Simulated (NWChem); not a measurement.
# One shape, several levels: C2HAlF2 (SMILES C#[C][Al]([F])[F])

We compute a comparison of 6 runs (PBE/STO-3G, PBE0/def2-SVP, BP86/def2-SVPD, wB97X/6-311+G**, B3LYP/def2-TZVP, BLYP/pcseg-2) of C2HAlF2. 

Program for the calculation: NWChem 7.3.0.

1 further run of the same task is left out (set aside as unsound or not needed).

### Step 1. The structure to begin with

C2HAlF2: 6 atoms, total charge 0, spin state singlet. As SMILES, `C#[C][Al]([F])[F]`. Geometry: relaxed at PBE0-D4/def2-TZVP.

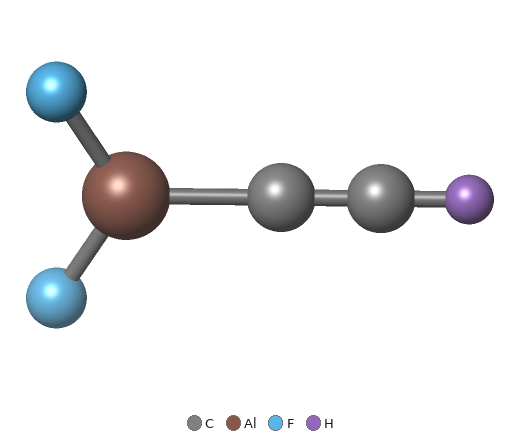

The structure, seen from a chosen angle (carbon grey, aluminium brown, fluorine blue, hydrogen purple).

### Step 2. Energy and forces at PBE/STO-3G (run 1)

The input, c2half2.nw:

```
START c2half2
memory stack 880 mb heap 220 mb global 1100 mb
GEOMETRY units angstroms noautosym nocenter noautoz
   C     -1.009600     0.675600     1.373000
   C     -0.344400     0.226600     0.470000
   Al     0.688500    -0.470600    -0.933100
   F      0.677800    -2.069600    -1.273800
   F      1.626900     0.502000    -1.853000
   H     -1.597100     1.072100     2.170500
END
BASIS "ao basis" spherical bse
   * library STO-3G
END
DFT
   xc xpbe96 cpbe96
   mult 1
   grid xfine
   convergence energy 1e-08
   iterations 100
   mulliken
   print medium
END
TASK dft gradient
```

Command:

```
$ nwchem c2half2.nw > c2half2.out
```

Log:

```text
[...]
          Wavefunction type:  closed shell.
          No. of atoms     :     6
          No. of electrons :    44
[...]
          Charge           :     0
          Spin multiplicity:     1
[...]
          AO basis - number of functions:    30
[...]
              XC Information
              --------------
          PerdewBurkeErnzerhof Exchange Functional  1.000
            Perdew 1991 LDA Correlation Functional  1.000 local
           PerdewBurkeErnz. Correlation Functional  1.000 non-local
[...]
 d= 0,ls=0.0,diis     1   -511.5346428214 -6.94D+02  1.21D-01  7.78D-01     0.5
[...]
 d= 0,ls=0.0,diis    10   -511.7421175891 -7.45D-10  1.25D-06  1.31D-09     4.0
         Total DFT energy =     -511.742117589093
      One electron energy =    -1078.783774510197
           Coulomb energy =      435.361135335008
    Exchange-Corr. energy =      -50.755955282022
 Nuclear repulsion energy =      182.436476868117
[...]
      Total Density - Mulliken Population Analysis
     ---------------------------------------------
    Atom       Charge   Shell Charges
 -----------   ------   -------------------------------------------------------
    1 C    6     6.17   1.99  1.15  3.02
    2 C    6     6.30   1.99  1.32  2.99
    3 Al  13    12.17   2.00  1.97  5.79  0.90  1.51
    4 F    9     9.23   2.00  1.96  5.27
    5 F    9     9.23   2.00  1.96  5.27
    6 H    1     0.90   0.90
[...]
  wavefunction    = closed shell
                         DFT ENERGY GRADIENTS
    atom               coordinates                        gradient
                 x          y          z           x          y          z
   1 C      -1.907867   1.276699   2.594594    0.007487  -0.005052  -0.010166
   2 C      -0.650822   0.428212   0.888171   -0.018616   0.012562   0.025282
   3 Al      1.301076  -0.889305  -1.763303    0.003384  -0.002230  -0.004585
   4 F       1.280856  -3.910977  -2.407133   -0.000160   0.002746   0.000799
   5 F       3.074395   0.948642  -3.501662   -0.001748  -0.001510   0.001777
   6 H      -3.018081   2.025975   4.101650    0.009653  -0.006516  -0.013108
[...]
```

Run time: 6 s. Hardware: 1 thread of Intel Xeon 6975P-C (Granite Rapids), shared host; peak memory 0.12 GiB.

### Step 3. Energy and forces at PBE0/def2-SVP (run 2)

The input, run.nw:

```
start run
memory stack 880 mb heap 220 mb global 1100 mb
charge 0
geometry units angstrom noautosym nocenter noautoz
C    -1.009600    0.675600    1.373000
C    -0.344400    0.226600    0.470000
Al    0.688500   -0.470600   -0.933100
F     0.677800   -2.069600   -1.273800
F     1.626900    0.502000   -1.853000
H    -1.597100    1.072100    2.170500
end
basis spherical bse
* library def2-SVP
end
dft
xc pbe0
grid xfine
convergence energy 1e-08
iterations 100
mulliken
print medium
end
task dft gradient
```

Command:

```
$ nwchem run.nw > run.out
```

Log:

```text
[...]
          Wavefunction type:  closed shell.
          No. of atoms     :     6
          No. of electrons :    44
[...]
          Charge           :     0
          Spin multiplicity:     1
[...]
          AO basis - number of functions:    79
[...]
              XC Information
              --------------
                         PBE0 Method XC Functional
                     Hartree-Fock (Exact) Exchange  0.250
          PerdewBurkeErnzerhof Exchange Functional  0.750
            Perdew 1991 LDA Correlation Functional  1.000 local
           PerdewBurkeErnz. Correlation Functional  1.000 non-local
[...]
 d= 0,ls=0.0,diis     1   -518.2192307689 -7.01D+02  1.80D-02  9.38D-01     1.4
[...]
 d= 0,ls=0.0,diis     8   -518.3253035876 -2.74D-09  5.60D-06  3.67D-07     9.4
         Total DFT energy =     -518.325303587557
      One electron energy =    -1081.992274294556
           Coulomb energy =      431.699986636197
    Exchange-Corr. energy =      -50.469492797316
 Nuclear repulsion energy =      182.436476868117
[...]
      Total Density - Mulliken Population Analysis
     ---------------------------------------------
    Atom       Charge   Shell Charges
 -----------   ------   -------------------------------------------------------
    1 C    6     6.24   1.99  0.92  0.62  1.98  0.71  0.02
    2 C    6     6.04   1.99  0.92  0.32  1.99  0.81  0.02
    3 Al  13    11.97   2.00  1.98  0.65 -0.03  5.93  0.80  0.27  0.39
    4 F    9     9.40   1.99  1.12  0.81  3.34  2.13  0.00
    5 F    9     9.40   1.99  1.12  0.81  3.34  2.13  0.00
    6 H    1     0.95   0.74  0.19  0.03
[...]
  wavefunction    = closed shell
                         DFT ENERGY GRADIENTS
    atom               coordinates                        gradient
                 x          y          z           x          y          z
   1 C      -1.907867   1.276699   2.594594    0.008700  -0.005870  -0.011813
   2 C      -0.650822   0.428212   0.888171   -0.011332   0.007645   0.015388
   3 Al      1.301076  -0.889305  -1.763303    0.004874  -0.003239  -0.006606
   4 F       1.280856  -3.910977  -2.407133   -0.000195   0.010370   0.002525
   5 F       3.074395   0.948642  -3.501662   -0.006272  -0.006054   0.006244
   6 H      -3.018081   2.025975   4.101650    0.004225  -0.002853  -0.005738
[...]
```

Run time: 13 s. Hardware: 1 thread of Intel Xeon 6975P-C (Granite Rapids), shared host; peak memory 0.13 GiB.

Runs 3 to 5 aren't shown in full; the table further down has their settings and results.

### Step 4. Energy and gradient at BLYP/pcseg-2 (run 6)

The input, c2half2.xyz:

```xyz
6

C     -1.009600     0.675600     1.373000
C     -0.344400     0.226600     0.470000
Al     0.688500    -0.470600    -0.933100
F      0.677800    -2.069600    -1.273800
F      1.626900     0.502000    -1.853000
H     -1.597100     1.072100     2.170500
```

The input, c2half2.nw:

```
start c2half2
memory total 2200 mb
geometry units angstroms noautosym nocenter noautoz
  load c2half2.xyz
end
basis spherical bse
  * library pcseg-2
end
dft
  xc becke88 lyp
  mult 1
  grid fine
  convergence energy 1e-08
  maxiter 100
  mulliken
end
task dft gradient
```

Command:

```
$ nwchem c2half2.nw > c2half2.out
```

Log:

```text
[...]
          Wavefunction type:  closed shell.
          No. of atoms     :     6
          No. of electrons :    44
[...]
          Charge           :     0
          Spin multiplicity:     1
[...]
          AO basis - number of functions:   168
[...]
              XC Information
              --------------
                    Becke 1988 Exchange Functional  1.000
              Lee-Yang-Parr Correlation Functional  1.000
[...]
 d= 0,ls=0.0,diis     1   -519.0020915005 -7.01D+02  1.05D-02  1.47D+00     4.9
[...]
 d= 0,ls=0.0,diis    12   -519.1413766661 -1.51D-10  8.70D-08  1.24D-09    49.4
         Total DFT energy =     -519.141376666051
      One electron energy =    -1082.619495439149
           Coulomb energy =      431.910530118393
    Exchange-Corr. energy =      -50.868888213412
 Nuclear repulsion energy =      182.436476868118
[...]
      Total Density - Mulliken Population Analysis
     ---------------------------------------------
    Atom       Charge   Shell Charges
 -----------   ------   -------------------------------------------------------
    1 C    6     6.00   2.00  0.58  0.44  0.21  1.38  1.16  0.21  0.01  0.02  0.01
    2 C    6     6.25   2.00  0.56  0.56  0.33  1.37  1.29  0.12  0.01  0.01  0.01
    3 Al  13    11.88   2.00  0.50  1.48  0.60  0.13  5.89  0.46  0.42  0.04  0.02  0.29  0.05
    4 F    9     9.47   2.00  0.64  0.93  0.37  2.40  2.18  0.94  0.00  0.01  0.00
    5 F    9     9.47   2.00  0.64  0.93  0.37  2.40  2.18  0.94  0.00  0.01  0.00
    6 H    1     0.94   0.43  0.41  0.05  0.01  0.04  0.00
[...]
  wavefunction    = closed shell
                         DFT ENERGY GRADIENTS
    atom               coordinates                        gradient
                 x          y          z           x          y          z
   1 C      -1.907867   1.276699   2.594594    0.009053  -0.006108  -0.012290
   2 C      -0.650822   0.428212   0.888171   -0.007923   0.005345   0.010758
   3 Al      1.301076  -0.889305  -1.763303    0.004759  -0.003168  -0.006452
   4 F       1.280856  -3.910977  -2.407133    0.000123   0.011912   0.002482
   5 F       3.074395   0.948642  -3.501662   -0.006989  -0.007320   0.006831
   6 H      -3.018081   2.025975   4.101650    0.000977  -0.000661  -0.001330
[...]
```

It took 66 s on 1 thread of Intel Xeon 6975P-C (Granite Rapids), shared host; peak memory 0.14 GiB.

### Step 5. Overview of the runs

```tsv
run	level	integration grid	energy (Eh)	dipole moment (D)	HOMO energy (eV)	LUMO energy (eV)	wall time
1	PBE/STO-3G	xfine	-511.742118	0.57	-2.86	2.97	6 s
2	PBE0/def2-SVP	xfine	-518.325304	2.25	-8.75	-1.19	13 s
3	BP86/def2-SVPD	fine	-518.761634	2.29	-7.74	-2.31	22 s
4	wB97X/6-311+G**	fine	-519.040784	2.47	-11.35	0.53	1.9 min
5	B3LYP/def2-TZVP	fine	-519.186724	2.22	-8.56	-1.57	61 s
6	BLYP/pcseg-2	fine	-519.141377	2.25	-7.43	-2.12	66 s
```

### Step 6. What came out

| quantity | value |
| --- | --- |
| run 6: total energy | -519.14138 Eh |
| run 6: dipole moment | 2.25 D |
| run 6: HOMO energy | -7.43 eV |
| run 6: LUMO energy | -2.12 eV |
| run 6: HOMO–LUMO gap | 5.32 eV |
| run 6: largest force on an atom | 0.845 eV/Å |

**Reading.** The dipole moment (its size) runs from 0.57 D (PBE/STO-3G) to 2.47 D (wB97X/6-311+G**). The two ends differ in method and basis. The two dipoles point in opposite directions. The HOMO–LUMO gap runs from 5.32 eV (BLYP/pcseg-2) to 11.88 eV (wB97X/6-311+G**). Totals of different functionals can't be ranked against each other. In run 1 the basis is minimal, so the values are rough. All runs together took 4.7 min, the longest 1.9 min.
